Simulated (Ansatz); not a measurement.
**HF/3-21G run of SnS (SMILES [S][Sn])**

What is the electronic atomisation energy of SnS at HF/3-21G? 

The calculation is run with Ansatz 0.2.0.

37 further runs of the same task are left out: 1 that didn't finish, 36 set aside as unsound or not needed.

## (1) The structure to begin with

SnS has 2 atoms, charge 0, and is taken as a singlet. SMILES: `[S][Sn]`. The bond length is the measured one.

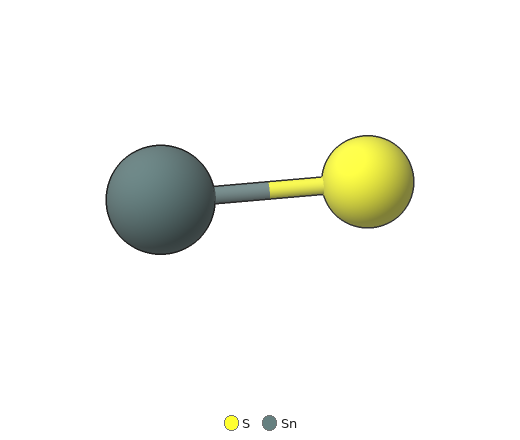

Viewed from a chosen angle; sulfur yellow, tin teal.

## (2) A single-point energy at HF/3-21G

File molecule.yaml:

```yaml
crystal:
  periodic: [false, false, false]
  atoms:
    - {symbol: S, position_ang: [0.000000, 0.000000, 0.000000]}
    - {symbol: Sn, position_ang: [0.000000, 0.000000, 2.209026]}
basis:
  gaussian:
    orbitals: 3-21G-spherical.json
hamiltonian:
  xc: hf
accuracy: high
output: {orbitals: {seedname: orbitals}}
```

The basis set 3-21G is read from a file made from the Basis Set Exchange's data (not shown).

Command:

```console
ansatz run molecule.yaml --threads 1 --pin off --max-ram 3480MiB --events-out events.jsonl --progress --plain --runs-dir runs
```

What it wrote:

```text
Warning: RAYON_NUM_THREADS=1 ignored (pool sized by the plan → 1); use --threads N
Functional definition: HF
  name "HF"
  exchange = exact_x
  correlation = 0
842 factors; integrals over basis functions are off by at most 4.3e-9 eV
mean field evaluation 1: about -173929.9246 eV, gradient 2.1e1 eV
mean field evaluation 2: about -173929.9544 eV, gradient 2.1e1 eV
mean field evaluation 4: about -173932.1028 eV, gradient 8.1e-1 eV
mean field evaluation 8: about -173932.1081 eV, gradient 7.4e-4 eV
mean field -173932.10805505 eV, -6391.8870756057 hartree, gradient 5.4e-8 eV, S^2 0.000000; 0 other end points of the search recorded, 0 dependent functions left out
reference -173932.10805505 eV, -6391.8870756057 hartree; 33, 33 occupied and 11, 11 virtual orbitals, 842 factors
Total energy: -173932.10805505 eV, -6391.8870756057 hartree
```

Wall time 0.68 s (1 thread of Arm Neoverse V2, shared host); peak memory 0.1 GiB.

## (3) The S atom, same level

File run.yaml:

```yaml
crystal:
  periodic: [false, false, false]
  atoms:
    - {symbol: S, position_ang: [0.000000, 0.000000, 0.000000]}
basis:
  gaussian:
    orbitals: 3-21G.json
hamiltonian:
  xc: hf
magnetization:
  spin_polarized: true
  initial_magnetization: 2
accuracy: high
```

The basis set 3-21G is read from a file made from the Basis Set Exchange's data (not shown).

Run the same way, it converges to -395.55134 Eh (log not shown).

## (4) The Sn atom at the same level

File molecule.yaml:

```yaml
crystal:
  periodic: [false, false, false]
  atoms:
    - {symbol: Sn, position_ang: [0.000000, 0.000000, 0.000000]}
basis:
  gaussian: {orbitals: 3-21G-spherical.json}
magnetization: {spin_polarized: true, initial_magnetization: 2}
hamiltonian: {xc: hf}
accuracy: high
```

The basis set 3-21G is read from a file made from the Basis Set Exchange's data (not shown).

Run the same way, it converges to -5996.26828 Eh (log not shown).

## (5) Outcome

At HF/3-21G:

```
                     quantity           value
       molecule: total energy  -6391.88708 Eh
        molecule: HOMO energy        -9.48 eV
        molecule: LUMO energy        -0.05 eV
      molecule: HOMO–LUMO gap         9.43 eV
         S atom: total energy   -395.55134 Eh
                 S atom: ⟨S²⟩           2.001
        Sn atom: total energy  -5996.26828 Eh
                Sn atom: ⟨S²⟩           2.001
electronic atomisation energy        1.836 eV
```

Taking the molecule apart into free atoms costs 1.84 eV (177 kJ/mol), before zero-point energy and without spin-orbit coupling. Hartree–Fock lacks the correlation of the bonding pairs, which as a rule makes this value much too low; in minimal bases other errors can mask that. The basis has no polarisation functions, which makes bonds too weak. Relativity is left out (molecule) although the molecule holds a heavy atom. Relativity is left out (Sn atom) although the molecule holds a heavy atom.
